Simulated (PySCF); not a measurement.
# C4H7NOSi: electronic excitations

Aim: predict the electronic excitations of C4H7NOSi (`CO[SiH2]/C=C\C#N`).

The runs use PySCF 2.14.0, with density-fitted response routines of our own; the level of theory stands in each step. All values are computed, except where a source is named. Atoms are numbered from 0 throughout.

### Step 1. The starting structure

14 atoms, charge 0, multiplicity 1; geometry from: GFN2-xTB.

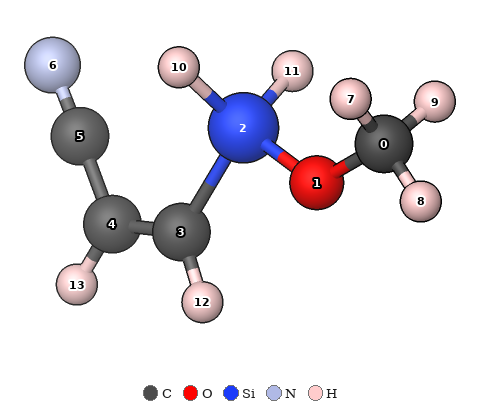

As it starts; carbon dark grey, oxygen red, silicon blue, nitrogen light blue, hydrogen pink, atoms numbered; sticks join atoms by distance.

### Step 2. Ultraviolet spectrum: CAM-B3LYP/def2-SVPD

Job settings and geometry (Å):

```
{"job": {"kind": "uv", "xc": "CAM-B3LYP", "basis": "def2-SVPD", "nstates": 8, "ntriplets": 3}, "charge": 0, "multiplicity": 1}
C      2.780842    -0.416516    -0.044337
O      1.408031    -0.646635     0.023224
Si     0.205186     0.405392    -0.254677
C     -1.266397    -0.722955     0.056606
C     -2.532656    -0.319440    -0.049031
C     -2.875515     0.997972    -0.403130
N     -3.174484     2.067920    -0.690116
H      3.079417     0.359669     0.663834
H      3.293935    -1.346564     0.202630
H      3.071867    -0.099658    -1.048262
H      0.239390     1.534833     0.679113
H      0.231040     0.912562    -1.629777
H     -1.082868    -1.752496     0.335338
H     -3.378466    -0.974556     0.131441
```

Level: TDDFT CAM-B3LYP/def2-SVPD, vertical, gas phase, core orbitals frozen in the response.

The run is started by

```console
> OMP_NUM_THREADS=1 python probes_run.py task.json out
```

The driver reads the jobs from task.json and runs them one after another.

Log:

```text
coarse grid: 12456 points
cycle   1  E = -575.4492166083  dE =  9.564e-01  |g| = 7.498e-01  |ddm| = 5.744e+00
cycle   2  E = -575.3050547120  dE =  1.442e-01  |g| = 1.160e+00  |ddm| = 2.063e+00
cycle   3  E = -575.5676978666  dE = -2.626e-01  |g| = 1.019e-01  |ddm| = 1.239e+00
cycle   4  E = -575.5687683065  dE = -1.070e-03  |g| = 8.046e-02  |ddm| = 1.762e-01
cycle   5  E = -575.5700827934  dE = -1.314e-03  |g| = 1.077e-02  |ddm| = 1.005e-01
cycle   6  E = -575.5701104937  dE = -2.770e-05  |g| = 2.489e-03  |ddm| = 2.258e-02
cycle   7  E = -575.5701122497  dE = -1.756e-06  |g| = 5.677e-04  |ddm| = 5.606e-03
final grid: 116568 points
cycle   8  E = -575.6650048140  dE = -2.495e-05  |g| = 2.781e-03  |ddm| = 6.048e-02
cycle   9  E = -575.6650052234  dE = -4.094e-07  |g| = 2.640e-03  |ddm| = 9.243e-03
cycle  10  E = -575.6650066888  dE = -1.465e-06  |g| = 5.543e-04  |ddm| = 3.417e-03
cycle  11  E = -575.6650067434  dE = -5.457e-08  |g| = 2.209e-04  |ddm| = 7.629e-04
cycle  12  E = -575.6650067518  dE = -8.399e-09  |g| = 9.262e-05  |ddm| = 3.678e-04
cycle  13  E = -575.6650067536  dE = -1.789e-09  |g| = 1.752e-05  |ddm| = 1.015e-04
cycle  14  E = -575.6650067536  dE = -7.185e-11  |g| = 3.199e-06  |ddm| = 3.609e-05
converged SCF energy = -575.6650067536

Static polarisability (au): isotropic 80.762, principal 59.586 76.310 106.390

Singlet excitations
state   eV       nm        f      main configurations
  1   6.0824    203.8   0.29442   H->L 0.93
  2   6.1055    203.1   0.00122   H-2->L 0.55, H-3->L 0.41
  3   6.4550    192.1   0.07112   H-1->L 0.96
  4   6.6141    187.5   0.00061   H-4->L 0.68, H-3->L 0.10
  5   6.8651    180.6   0.00248   H->L+1 0.52, H->L+2 0.16, H-4->L 0.11
  6   7.2337    171.4   0.00447   H-1->L+1 0.75
  7   7.4207    167.1   0.00109   H-3->L 0.42, H-2->L 0.37, H-4->L 0.15
  8   7.9030    156.9   0.00986   H-6->L 0.84

Triplet excitations (Tamm-Dancoff, eV): 3.6220 5.6160 6.1330
```

It took 31 s on 1 thread of Intel Xeon 6975P-C, shared host; peak memory 0.92 GiB.

The orbitals next to the gap, with their largest atomic shares:

```csv
orbital,eV,atoms
HOMO−3,-11.24,"N6 23 %, C5 17 %, O1 12 %"
HOMO−2,-10.48,"O1 41 %, Si2 12 %, C0 10 %"
HOMO−1,-9.91,"O1 48 %, C0 11 %, Si2 9 %"
HOMO,-9.60,"C3 25 %, C4 23 %, N6 17 %"
LUMO,-0.76,"C3 32 %, C4 25 %, N6 14 %"
LUMO+1,0.77,"Si2 23 %, C0 12 %, C5 8 %"
LUMO+2,1.16,"Si2 16 %, C4 14 %, C0 12 %"
```

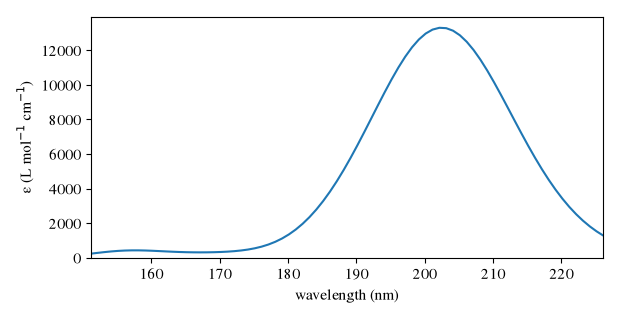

Absorption spectrum: each of the 8 states is a Gaussian band of 0.4 eV half-width at 1/e. Beyond the last state computed it falls off for lack of states.

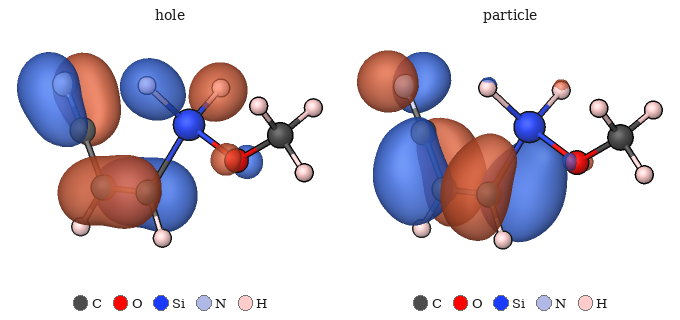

Leading natural transition orbitals of singlet state 1: the electron leaves the hole (left) for the particle orbital (right).

Ground-state properties from the same run:

| property | computed |
| --- | --- |
| dipole moment (D) | 3.80 |
| polarisability (Å³) | 11.97 |
| HOMO–LUMO gap (eV) | 8.84 |
| −ε(HOMO) (eV) | 9.60 |

The fields below are evaluated on a grid from the run's orbitals.

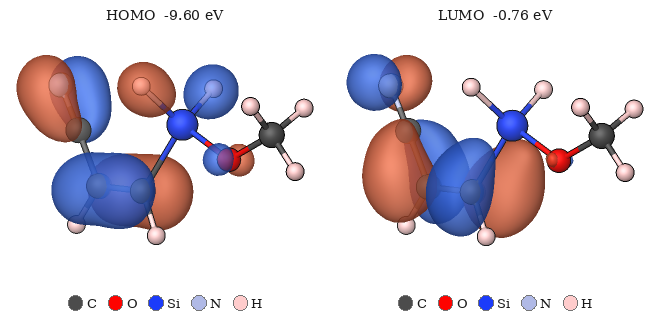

CAM-B3LYP/def2-SVPD orbitals near the gap, drawn at the value that encloses 70 % of each; the two colours are the two signs.

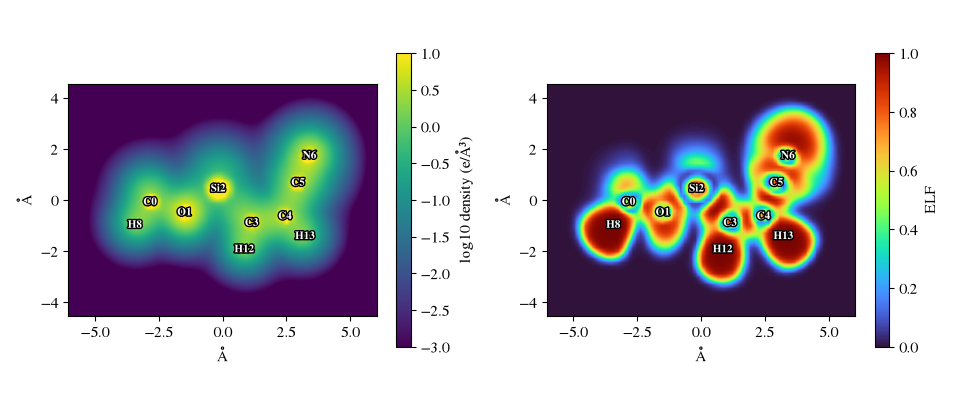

Density (left) and ELF (right) in a plane through or near 10 of the atoms.

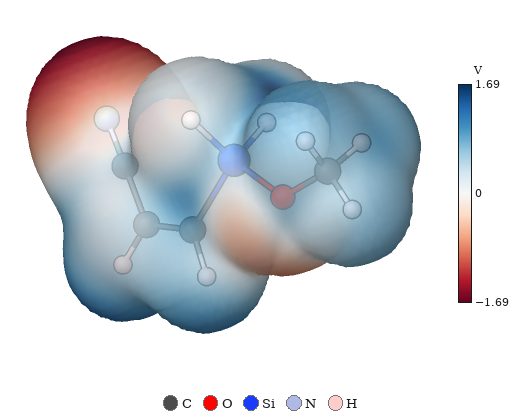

The potential that a unit positive charge feels on the 0.002 e/bohr³ surface, from the 1st to the 99th percentile, from -1.69 V near N6 to 1.36 V near H13.

### Step 3. Results

```
                             quantity                        value
 lowest singlet (CAM-B3LYP/def2-SVPD)  6.08 eV (204 nm), f = 0.294
                       lowest triplet                      3.62 eV
surface potential, 1st and 99th percentile           -1.69 V and 1.36 V
```

The lowest singlet, at 6.08 eV, is HOMO→LUMO 0.93 and is bright. The lowest triplet lies 2.46 eV below the lowest singlet (triplets in Tamm-Dancoff, singlets in full TDDFT). At CAM-B3LYP/def2-SVPD, counted by nearest atom on the grid, the HOMO lies on C3, C4 about 25 % each; N6 20 %, the LUMO on C3 31 %; C4 21 %.
